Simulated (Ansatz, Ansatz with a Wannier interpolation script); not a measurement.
## BiOCl (P4/nmm): what limits a Wannier interpolation of GW

Wanted: errors and cost of interpolated bands of BiOCl (P4/nmm) under coarser or faulty settings.

Program: Ansatz 0.2.0. Level of theory: maximally localised Wannier functions, LDA, plane waves, PAW. Results are calculated unless marked as measured.

**1. The structure**

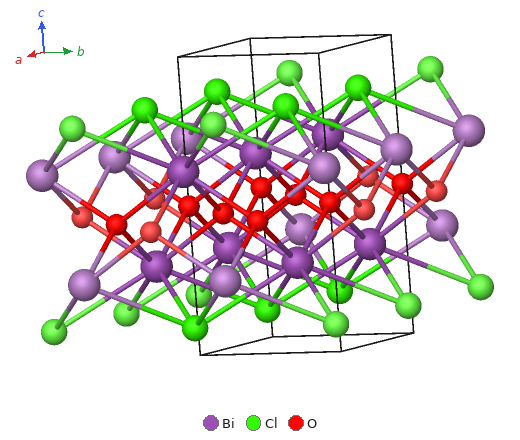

The starting structure, seen slightly off an axis (bismuth purple, chlorine green, oxygen red). 2×1×1 cells are drawn. Some periodic images of atoms are drawn too.

The cell and positions come from the Crystallography Open Database and are kept as given unless a step says otherwise. Spin-orbit coupling is left out unless a step names it. The default PAW set here is soft_2. Its files were made with PBE.

**2. Wannier model on 8×8×4**

Localised functions give a small Hamiltonian that interpolates between mesh points at no cost.

input.yaml reads:

```yaml
crystal:
  lattice:
    - [3.88551, 0.0, 0.0]
    - [0.0, 3.88551, 0.0]
    - [0.0, 0.0, 7.3489]
  atoms:
    - { symbol: Bi, position: [0.5, 0.0, 0.32904] }
    - { symbol: Bi, position: [0.0, 0.5, 0.67096] }
    - { symbol: Cl, position: [0.0, 0.5, 0.1472] }
    - { symbol: Cl, position: [0.5, 0.0, 0.8528] }
    - { symbol: O, position: [0.0, 0.0, 0.5] }
    - { symbol: O, position: [0.5, 0.5, 0.5] }
kpoints:
  mp_grid: { grid: [4, 4, 2] }
hamiltonian:
  xc: lda
scf:
  occupations: { method: fixed }
  n_extra_bands: 59
output:
  wannier:
    kmesh: [8, 8, 4]
    projections:
      - { species: Bi, l: p, shell: 6 }
      - { species: Cl, l: p, shell: 3 }
      - { species: O, l: p, shell: 2 }
    minimise: true
    write_hr: true
    seedname: w
    conv_tol: 1.0e-07
    max_iter: 4000
    disentanglement:
      window: [2.45, 15.99]
      frozen_window: [2.45, 12.99]
      conv_tol: 1.0e-08
```

Command:

```console
ansatz run input.yaml --threads 3 --pin off --max-ram 92160MiB --backend cuda --events-out ev --progress --plain --runs-dir out --devices 1 --max-vram 13GiB
```

Numbers of over 12 decimals in the logs are rounded to 6 here.

What it wrote:

```text
scf.n_extra_bands = 59 over 28 filled bands (N_el = 56.0): the run solves 87 bands
GPUs: using 1 of 1 available (devices: 1).
Engine: ansatz 0.2.0, x86_64-unknown-linux-gnu
Pseudopotentials: kind: paw
Pseudopotential: Bi, paw, valence charge 15, recommended cutoff 420 eV (normal), Bi.paw.azcp
Pseudopotential: Cl, paw, valence charge 7, recommended cutoff 420 eV (normal), Cl.paw.azcp
Pseudopotential: O, paw, valence charge 6, recommended cutoff 420 eV (normal), O.paw.azcp
Functional definition: SPW92
  exchange = slater_x
  correlation = pw_c
device memory: the entry about to start is reckoned to put 2.6 GiB on a device that reports 55.4 GiB free (of which the cap on the GPU budget leaves the run 13.0 GiB)
GPU FFT provider: cuFFT
GPU libraries: cuBLAS 13.8.2, cuFFT 12.4.0, cuSOLVER 12.3.4
Crystal: 6 atoms, lattice volume = 110.948 Å³
Basis set: ecut = 420 eV, 2177 PW (Γ)
Bands: 87, of which v1, the nominal top of the filled ones, is band 28 counted from 1 (27 counted from 0)
Symmetry: 16 space group operations
Space group: P4/nmm (ITA 129), of the structure as read, at distance tolerance 4.8e-5 Å
k-points: 12 of 32
Non-local potential: Bi, projectors of the file, l = 0: 2, l = 1: 2, l = 2: 2, l = 3: 2
Non-local potential: Cl, projectors of the file, l = 0: 2, l = 1: 2, l = 2: 2
Non-local potential: O, projectors of the file, l = 0: 2, l = 1: 2, l = 2: 1
PAW form: soft (Blöchl's): semilocal exchange-correlation on the pseudo side does not see the compensation charge
PAW frozen core: Bi, regenerated for the run's functional, and the local potential with it (the file was generated under x = pbe(κ = 0.804, μ = 0.219515), c = pbe(β = 0.066725))
PAW frozen core: Cl, regenerated for the run's functional, and the local potential with it (the file was generated under x = pbe(κ = 0.804, μ = 0.219515), c = pbe(β = 0.066725))
PAW frozen core: O, regenerated for the run's functional, and the local potential with it (the file was generated under x = pbe(κ = 0.804, μ = 0.219515), c = pbe(β = 0.066725))
PAW one-centre angular grid: Bi, 590 points (default); XC on 64 Gauss nodes
PAW one-centre angular grid: Cl, 110 points (default); XC on 64 Gauss nodes
PAW one-centre angular grid: O, 110 points (default); XC on 64 Gauss nodes
Initial density: superposition of atomic densities (neutral atoms: chi_scale 0, normalization atom), corrected by the library's trained network
Initial wavefunctions: pseudopotential atomic-orbital guess
GPU buffer pool allocated for 36450 grid points (all kernels)
GPU transforms: local potential and band sums: pruned to the plane-wave sphere, on 25×25×50
Functional: x = slater, c = lda
SCF iter   1: F=—  HF=-27373.206103 eV  |F-HF|=—  |Δ(HF+E_count)|=         —  Δρ=1.24e-2  dr2=1.69e-1  ethr=1.77e-3  ⟨swp⟩=4.8  Hψ=3654  notcnv=0  defer=671
preconditioner: auto → Resta (q_TF=auto, 2.434 Å⁻¹)  ε∞=1.7  [insulator: Δε(μ)=2.421 eV  Ē_g=31.182 eV  n_scr=28 (ndim 8)  ℏωp=26.4 eV  f_vac=0.006  ε∞_Penn≈1.7]
SCF iter   2: F=—  HF=-27373.172625 eV  |F-HF|=—  |Δ(HF+E_count)|=   3.35e-2  Δρ=7.52e-3  dr2=6.23e-2  ethr=3.02e-4  ⟨swp⟩=2.0  Hψ=1271  notcnv=0  defer=683
SCF iter   3: F=—  HF=-27373.161522 eV  |F-HF|=—  |Δ(HF+E_count)|=   1.11e-2  Δρ=2.76e-3  dr2=8.72e-3  ethr=1.11e-4  ⟨swp⟩=2.0  Hψ=599  notcnv=0  defer=684
SCF iter   4: F=—  HF=-27373.159948 eV  |F-HF|=—  |Δ(HF+E_count)|=   1.57e-3  Δρ=1.09e-3  dr2=8.32e-4  ethr=1.56e-5  ⟨swp⟩=2.0  Hψ=801  notcnv=0  defer=680
SCF iter   5: F=—  HF=-27373.159733 eV  |F-HF|=—  |Δ(HF+E_count)|=   2.15e-4  Δρ=2.29e-4  dr2=3.58e-5  ethr=1.49e-6  ⟨swp⟩=1.4  Hψ=556  notcnv=0  defer=634
SCF iter   6: F=—  HF=-27373.159735 eV  |F-HF|=—  |Δ(HF+E_count)|=   2.25e-6  Δρ=3.04e-5  dr2=7.81e-7  ethr=6.39e-8  ⟨swp⟩=1.4  Hψ=474  notcnv=0  defer=633
SCF iter   7: F=-27373.159735 eV  HF=-27373.159735 eV  |F-HF|=1.16e-8  |Δ(HF+E_count)|=   1.22e-7  Δρ=8.68e-6  dr2=6.40e-8  ethr=1.79e-10  ⟨swp⟩=15.2  Hψ=9623  notcnv=0
SCF 1 converged in 7 iterations: F = -27373.159735 eV  dr2 = 6.40e-8
[...]
device memory: the entry about to start is reckoned to put 3.1 GiB (of the 3.1 GiB reckoned in all, the device holds 0.1 GiB already) on a device that reports 60.2 GiB free (of which the cap on the GPU budget leaves the run 13.0 GiB)
NSCF: frozen V_eff on 12 k-points
[...]
device memory: the entry about to start is reckoned to put 2.4 GiB on a device that reports 60.1 GiB free (of which the cap on the GPU budget leaves the run 13.0 GiB)
NSCF: frozen V_eff on 49 k-points
the Wannier pass solved 49 of the 256 points of its mesh, and has the states at the others by symmetry: states obtained by the crystal's operations at points that were solved too leave a residual of 5.46e-13 eV (read by the count's bands and the next), within 6.67e-6 eV
SCF converged after 7 iterations
Free energy (F): -27373.159735 eV
Harris-Foulkes:  -27373.159735 eV  (|F-HF|=1.16e-8)
Internal energy: -27373.159735 eV  (E = F + TS)
E sigma→0 (E₀):  -27373.159735 eV
Fermi energy:    7.520159 eV
--- Per-component energies (eV) ---
  E_band       = -210.403315
  E_kinetic    = 1273.330570
  E_local      = -4735.485979  (includes V_loc(G=0)·N_el)
  E_nonlocal   = 1296.615883
  E_hartree    = 1662.567287
  E_xc         = -660.006805
  E_vxc        = -721.134228  (∫ρ·V_xc dr)
  E_paw        = -22249.856696  (= ΣΔE_a)
  E_vpaw       = -648.872821  (= ΣTr[D̂ρ^β])
  E_aug_tail   = 0.004217  (compensation charges beyond the density's cutoff)
  E_ewald      = -3960.893269
  E_core_change = 0.565057  (= ΣΔE_core)
  E_smearing   = -0.000000  (= −TS)
  E_closure    = 0.000000  (closes the sum)
  Σ components = -27373.159735   (vs F -27373.159735, Δ=0.00e0)
--- Band table (eV; the first three rows and the last of 12) ---
  k-point 0: bands = [... 24 lower, 6.5547, 6.5547, 6.6140, 6.8038, 10.5917, 11.2706, 12.8213, 12.8213, ... 55 higher]
  k-point 1: bands = [... 24 lower, 6.8425, 6.8425, 7.1952, 7.2400, 10.0905, 10.4307, 12.8319, 12.8319, ... 55 higher]
  k-point 2: bands = [... 24 lower, 6.5822, 7.0880, 7.1955, 7.3187, 11.8078, 12.1687, 12.3415, 12.5179, ... 55 higher]
  k-point 11: bands = [... 24 lower, 6.2078, 6.2078, 6.9270, 6.9270, 12.0295, 12.0295, 13.5505, 13.5505, ... 55 higher]
Wannier search: line search 1 of at most 4000: gauge-dependent spread (as the search counts it) 1.3089656 Å², largest recent change 2.5e-1 Å² and fall left 1.1e-4 Å² against conv_tol 1.0e-7 Å², 0 stops escaped
```

Wall time 17 s (1 × NVIDIA H100 80GB HBM3 (shared by 6 runs) with 3 threads of AMD EPYC 7R13 (Zen 3), shared host); peak memory 1.1 GiB.

Numbers from this step:

- gauge-invariant spread: 30.94 Å²
- diagonal spread: 0.03266 Å²
- off-diagonal spread: 1.158 Å²
- total spread: 32.13 Å²
- least projectability: 0.4751
- localisation steps: 50
- disentanglement steps: 21
- r.m.s. interpolation error: 4.68e-4 eV
- r.m.s. error near the gap: 5.38e-4 eV

Near the gap the model misses directly solved bands by 0.5 meV r.m.s. and by 8 meV at most in the window tested. This tests the starting bands, not the corrections carried with them.

**3. Wannier model on 4×4×2**

Changes to input.yaml since step 2:

```diff
@@ -21,3 +21,3 @@
   wannier:
-    kmesh: [8, 8, 4]
+    kmesh: [4, 4, 2]
     projections:
```

What it wrote:

```text
[...]
GPUs: using 1 of 1 available (devices: 1).
[...]
GPU FFT provider: cuFFT
GPU libraries: cuBLAS 13.8.2, cuFFT 12.4.0, cuSOLVER 12.3.4
Crystal: 6 atoms, lattice volume = 110.948 Å³
Basis set: ecut = 420 eV, 2177 PW (Γ)
Bands: 87, of which v1, the nominal top of the filled ones, is band 28 counted from 1 (27 counted from 0)
Symmetry: 16 space group operations
[...]
k-points: 12 of 32
[...]
GPU buffer pool allocated for 36450 grid points (all kernels)
[...]
SCF iter   1: F=—  HF=-27373.206103 eV  |F-HF|=—  |Δ(HF+E_count)|=         —  Δρ=1.24e-2  dr2=1.69e-1  ethr=1.77e-3  ⟨swp⟩=4.8  Hψ=3654  notcnv=0  defer=671
[...]
SCF iter   7: F=-27373.159735 eV  HF=-27373.159735 eV  |F-HF|=1.16e-8  |Δ(HF+E_count)|=   1.22e-7  Δρ=8.68e-6  dr2=6.40e-8  ethr=1.79e-10  ⟨swp⟩=15.2  Hψ=9623  notcnv=0
SCF 1 converged in 7 iterations: F = -27373.159735 eV  dr2 = 6.40e-8
[...]
NSCF: frozen V_eff on 12 k-points
[...]
SCF converged after 7 iterations
Free energy (F): -27373.159735 eV
[...]
Internal energy: -27373.159735 eV  (E = F + TS)
E sigma→0 (E₀):  -27373.159735 eV
Fermi energy:    7.520159 eV
[...]
--- Band table (eV; the first three rows and the last of 12) ---
  k-point 0: bands = [... 24 lower, 6.5547, 6.5547, 6.6140, 6.8038, 10.5917, 11.2706, 12.8213, 12.8213, ... 55 higher]
  k-point 1: bands = [... 24 lower, 6.8425, 6.8425, 7.1952, 7.2400, 10.0905, 10.4307, 12.8319, 12.8319, ... 55 higher]
  k-point 2: bands = [... 24 lower, 6.5822, 7.0880, 7.1955, 7.3187, 11.8078, 12.1687, 12.3415, 12.5179, ... 55 higher]
  k-point 11: bands = [... 24 lower, 6.2078, 6.2078, 6.9270, 6.9270, 12.0295, 12.0295, 13.5505, 13.5505, ... 55 higher]
[...]
```

Elapsed: 12 s, on 1 × NVIDIA H100 80GB HBM3 (shared by 6 runs) with 3 threads; peak memory 0.97 GiB.

This step gave:

```yaml
gauge_invariant_spread: 28.45 Å²
diagonal_spread: 0.04855 Å²
off_diagonal_spread: 1.305 Å²
total_spread: 29.80 Å²
least_projectability: 0.4753
localisation_steps: 29
disentanglement_steps: 3
r_m_s_interpolation_error: 0.007332 eV
r_m_s_error_near_the_gap: 0.008069 eV
```

Near the gap the model misses directly solved bands by 8.1 meV r.m.s. and by 65 meV at most in the window tested. This tests the starting bands, not the corrections carried with them.

Frozen up to 5.39 eV; above it the model need not follow the bands. The electronic bands at the labelled points (eV, zero at the valence-band top; v1 is the highest filled band, c1 the lowest empty one):

```
    point     v4     v3     v2     v1    c1    c2    c3    c4
        Γ  -1.05  -1.05  -0.99  -0.80  2.99  3.67  5.22  5.22
        X  -0.90  -0.90  -0.10  -0.10  4.49  4.49  5.11  5.11
        M  -0.70  -0.70  -0.67  -0.67  4.01  4.01  5.72  5.72
        Γ  -1.05  -1.05  -0.99  -0.80  2.99  3.67  5.22  5.22
        Z  -0.76  -0.76  -0.41  -0.36  2.49  2.83  5.23  5.23
        R  -0.71  -0.71  -0.08  -0.08  4.29  4.29  5.19  5.19
        A  -1.39  -1.39  -0.67  -0.67  4.43  4.43  5.95  5.95
        Z  -0.76  -0.76  -0.41  -0.36  2.49  2.83  5.23  5.23
jump to X  -0.90  -0.90  -0.10  -0.10  4.49  4.49  5.11  5.11
        R  -0.71  -0.71  -0.08  -0.08  4.29  4.29  5.19  5.19
jump to M  -0.70  -0.70  -0.67  -0.67  4.01  4.01  5.72  5.72
        A  -1.39  -1.39  -0.67  -0.67  4.43  4.43  5.95  5.95
```

The same for Kohn-Sham, solved directly:

```
point     v4     v3     v2     v1    c1    c2    c3    c4
    Γ  -1.05  -1.05  -0.99  -0.80  2.99  3.67  5.22  5.22
    X  -0.90  -0.90  -0.10  -0.10  4.49  4.49  5.11  5.11
    M  -0.70  -0.70  -0.67  -0.67  4.01  4.01  5.72  5.72
    Γ  -1.05  -1.05  -0.99  -0.80  2.99  3.67  5.22  5.22
    Z  -0.76  -0.76  -0.41  -0.36  2.49  2.83  5.23  5.23
    R  -0.71  -0.71  -0.08  -0.08  4.29  4.29  5.19  5.19
    A  -1.39  -1.39  -0.67  -0.67  4.43  4.43  5.95  5.95
    Z  -0.76  -0.76  -0.41  -0.36  2.49  2.83  5.23  5.23
    X  -0.90  -0.90  -0.10  -0.10  4.49  4.49  5.11  5.11
    R  -0.71  -0.71  -0.08  -0.08  4.29  4.29  5.19  5.19
    M  -0.70  -0.70  -0.67  -0.67  4.01  4.01  5.72  5.72
    A  -1.39  -1.39  -0.67  -0.67  4.43  4.43  5.95  5.95
```

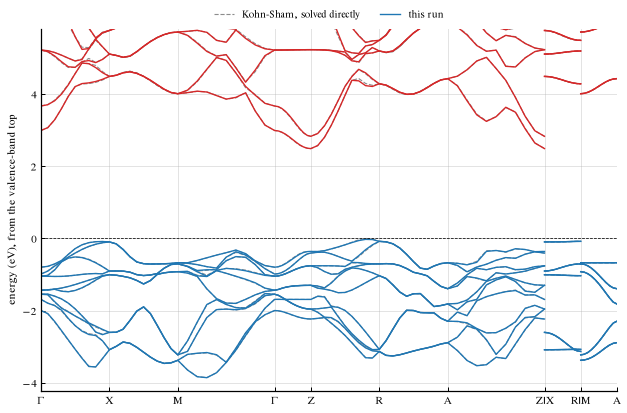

Electronic bands along the path; lines of filled and empty bands in two colours; dashed: Kohn-Sham, solved directly.

**4. A faulty Wannier input**

Changes to input.yaml since step 3:

```diff
@@ -22,6 +22,3 @@
     kmesh: [4, 4, 2]
-    projections:
-      - { species: Bi, l: p, shell: 6 }
-      - { species: Cl, l: p, shell: 3 }
-      - { species: O, l: p, shell: 2 }
+    projections: [{ species: O, l: p, shell: 2 }]
     minimise: true
```

What it wrote:

```text
scf.n_extra_bands = 59 over 28 filled bands (N_el = 56.0): the run solves 87 bands
GPUs: using 1 of 1 available (devices: 1).
Engine: ansatz 0.2.0, x86_64-unknown-linux-gnu
Pseudopotentials: kind: paw
Pseudopotential: Bi, paw, valence charge 15, recommended cutoff 420 eV (normal), Bi.paw.azcp
Pseudopotential: Cl, paw, valence charge 7, recommended cutoff 420 eV (normal), Cl.paw.azcp
Pseudopotential: O, paw, valence charge 6, recommended cutoff 420 eV (normal), O.paw.azcp
Functional definition: SPW92
  exchange = slater_x
  correlation = pw_c
device memory: the entry about to start is reckoned to put 2.6 GiB on a device that reports 52.9 GiB free (of which the cap on the GPU budget leaves the run 13.0 GiB)
GPU FFT provider: cuFFT
GPU libraries: cuBLAS 13.8.2, cuFFT 12.4.0, cuSOLVER 12.3.4
Crystal: 6 atoms, lattice volume = 110.948 Å³
Basis set: ecut = 420 eV, 2177 PW (Γ)
Bands: 87, of which v1, the nominal top of the filled ones, is band 28 counted from 1 (27 counted from 0)
Symmetry: 16 space group operations
Space group: P4/nmm (ITA 129), of the structure as read, at distance tolerance 4.8e-5 Å
k-points: 12 of 32
Non-local potential: Bi, projectors of the file, l = 0: 2, l = 1: 2, l = 2: 2, l = 3: 2
Non-local potential: Cl, projectors of the file, l = 0: 2, l = 1: 2, l = 2: 2
Non-local potential: O, projectors of the file, l = 0: 2, l = 1: 2, l = 2: 1
PAW form: soft (Blöchl's): semilocal exchange-correlation on the pseudo side does not see the compensation charge
PAW frozen core: Bi, regenerated for the run's functional, and the local potential with it (the file was generated under x = pbe(κ = 0.804, μ = 0.219515), c = pbe(β = 0.066725))
[...]
NSCF: frozen V_eff on 15 k-points
the Wannier pass solved 15 of the 32 points of its mesh, and has the states at the others by symmetry: states obtained by the crystal's operations at points that were solved too leave a residual of 5.54e-13 eV (read by the count's bands and the next), within 1.67e-5 eV
SCF converged after 7 iterations
Free energy (F): -27373.159735 eV
Harris-Foulkes:  -27373.159735 eV  (|F-HF|=1.16e-8)
Internal energy: -27373.159735 eV  (E = F + TS)
E sigma→0 (E₀):  -27373.159735 eV
Fermi energy:    7.520159 eV
--- Per-component energies (eV) ---
  E_band       = -210.403315
  E_kinetic    = 1273.330570
  E_local      = -4735.485979  (includes V_loc(G=0)·N_el)
  E_nonlocal   = 1296.615883
  E_hartree    = 1662.567287
  E_xc         = -660.006805
  E_vxc        = -721.134228  (∫ρ·V_xc dr)
  E_paw        = -22249.856696  (= ΣΔE_a)
  E_vpaw       = -648.872821  (= ΣTr[D̂ρ^β])
  E_aug_tail   = 0.004217  (compensation charges beyond the density's cutoff)
  E_ewald      = -3960.893269
  E_core_change = 0.565057  (= ΣΔE_core)
  E_smearing   = -0.000000  (= −TS)
  E_closure    = 0.000000  (closes the sum)
  Σ components = -27373.159735   (vs F -27373.159735, Δ=0.00e0)
--- Band table (eV; the first three rows and the last of 12) ---
  k-point 0: bands = [... 24 lower, 6.5547, 6.5547, 6.6140, 6.8038, 10.5917, 11.2706, 12.8213, 12.8213, ... 55 higher]
  k-point 1: bands = [... 24 lower, 6.8425, 6.8425, 7.1952, 7.2400, 10.0905, 10.4307, 12.8319, 12.8319, ... 55 higher]
  k-point 2: bands = [... 24 lower, 6.5822, 7.0880, 7.1955, 7.3187, 11.8078, 12.1687, 12.3415, 12.5179, ... 55 higher]
  k-point 11: bands = [... 24 lower, 6.2078, 6.2078, 6.9270, 6.9270, 12.0295, 12.0295, 13.5505, 13.5505, ... 55 higher]
WARN: one of the run's output files is refused, and neither it nor the files that depend on it are written in full: <dir> frozen window holds 16 > num_wann = 6 bands at ik = 0 (ik counts from 0, the k-points of the .win, .mmn and .eig files from 1)
```

The job ended after 10 s (1 × NVIDIA H100 80GB HBM3 (shared by 6 runs) with 3 threads; peak memory 0.93 GiB).

The run ended with an error after its SCF cycle had converged; no result of it is taken.

The fault put into this input: trial orbitals that do not span the target bands.

(Continued in part 2 of 2.)

[Paths, hosts, dates, memory and timing lines, banners, echoed tables and standing remarks are left out of the program output.]

[Logs are printed without paths, hosts, clocks, repeated set-up lines and the standing remarks that a program may print on its own settings, such as how far it seeks lower states.]

[Runs of the session that timed out or met a known fault of the program may be left out.]

[Hosts, paths, dates, database ids (printed as entryN), source tags and the programs' standing remarks are cut or masked in the printed files.]
